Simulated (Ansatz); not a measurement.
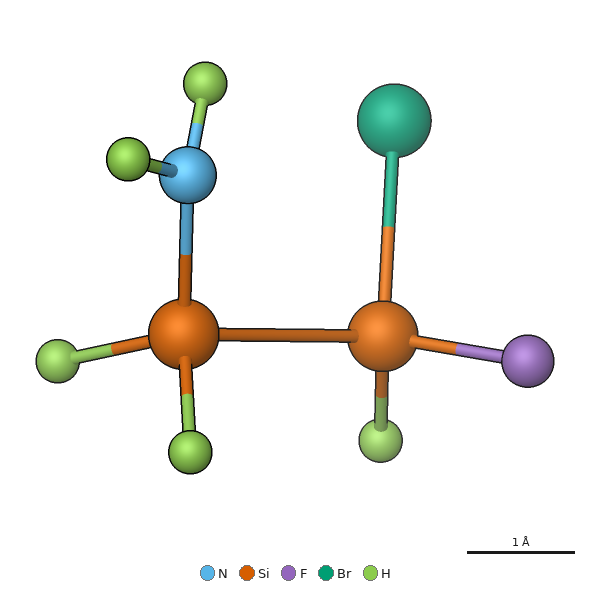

Give the formula.

BrFH₅NSi₂, 10 atoms: 1 bromine, 1 fluorine, 5 hydrogen, 1 nitrogen and 2 silicon.

What is the point group of this geometry?

C1.

Name functional groups in it.

Among them: Si–H bond, Si–N bond.

More results for the same structure follow; atom numbers are the same in all pictures, views and colours differ. Computed geometry: PBE0-D4/def2-TZVP optimisation. No frequency run is at hand to confirm it as a minimum.

### Shape

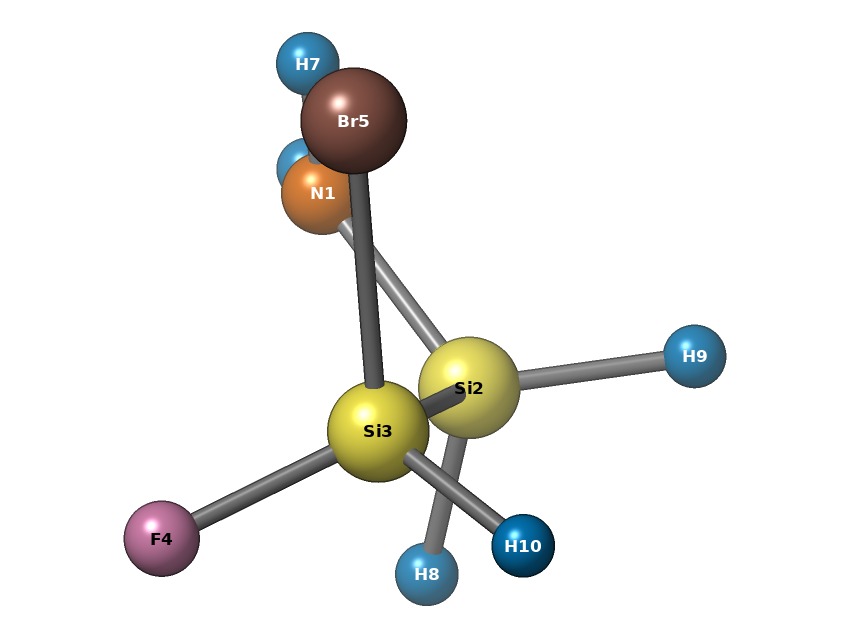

Si2 lies behind Si3. The molecule seen a little off the Si3–Si2 bond, Si3 in front. Distant atoms are faded towards the background colour. No frequency run is at hand to confirm it as a minimum.

What is the torsion angle Br5–Si3–Si2–N1? The sign is positive where the front bond must turn clockwise to cover the back bond.

−43°, synclinal (gauche).

### Levels of theory compared

No frequency run is at hand to confirm it as a minimum. Program: Ansatz 0.2.0.

At this fixed geometry, give HOMO–LUMO gap (eV) at these levels: B3LYP-D4/def2-TZVPP; PBE-D4/def2-TZVPP; PBE0-D4/def2-TZVPP; r2SCAN-D4/def2-TZVPP; ωB97M-V/def2-TZVPP; ωB97X-V/def2-TZVPP.

```csv
level,HOMO–LUMO gap (eV)
B3LYP-D4/def2-TZVPP,6.40
PBE-D4/def2-TZVPP,4.61
PBE0-D4/def2-TZVPP,6.79
r2SCAN-D4/def2-TZVPP,5.20
ωB97M-V/def2-TZVPP,10.73
ωB97X-V/def2-TZVPP,11.18
```

### Charges

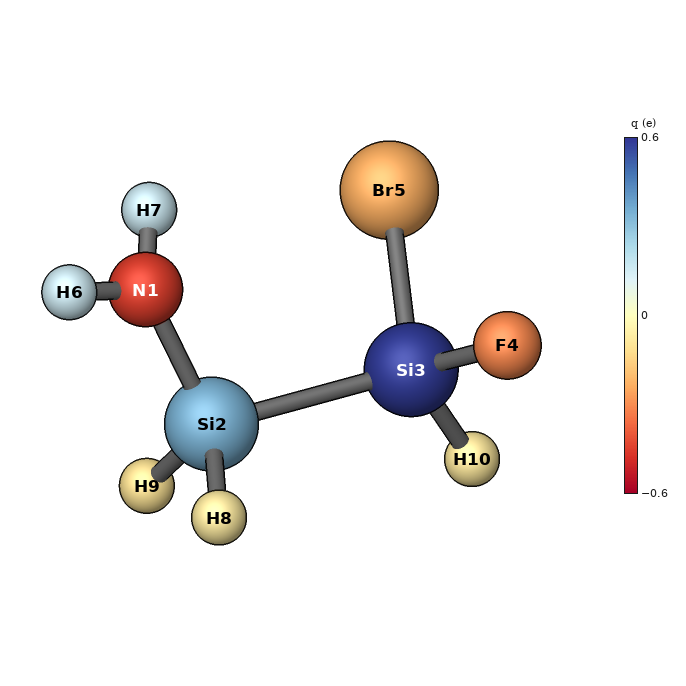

Atoms are coloured by their Mulliken charges. No frequency run is at hand to confirm it as a minimum. Level of theory: RKS r2SCAN-D4/def2-TZVPP (Ansatz 0.2.0).

Give the Mulliken charges atom by atom.

| atom | value (e) |
| --- | --- |
| N1 | −0.45 |
| Si2 | 0.34 |
| Si3 | 0.58 |
| F4 | −0.31 |
| Br5 | −0.23 |
| H6 | 0.16 |
| H7 | 0.16 |
| H8 | −0.07 |
| H9 | −0.10 |
| H10 | −0.08 |

### Dipole moment

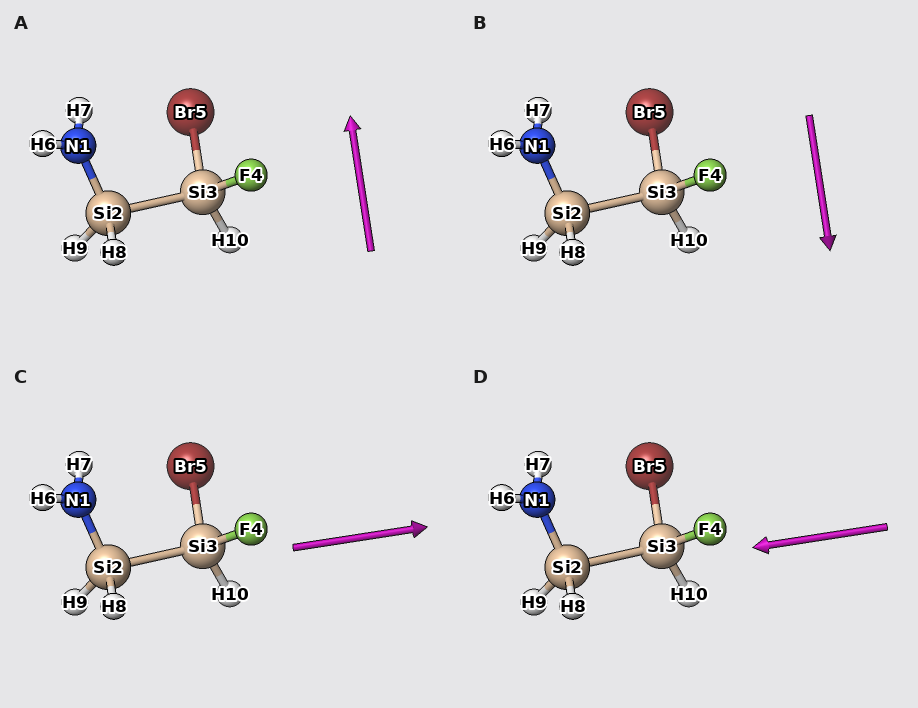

The same molecule four times, each with an arrow. No frequency run is at hand to confirm it as a minimum. Properties computed with RKS PBE-D4/def2-TZVPP (Ansatz 0.2.0).

Which arrow points along the dipole moment, from the negative to the positive end?

D. The dipole moment is 2.10 D; it points from the side of F4 to the side of H6 (the outermost atoms at the two ends).

Mulliken values depend strongly on the basis set and can even reverse the polarity of a bond.
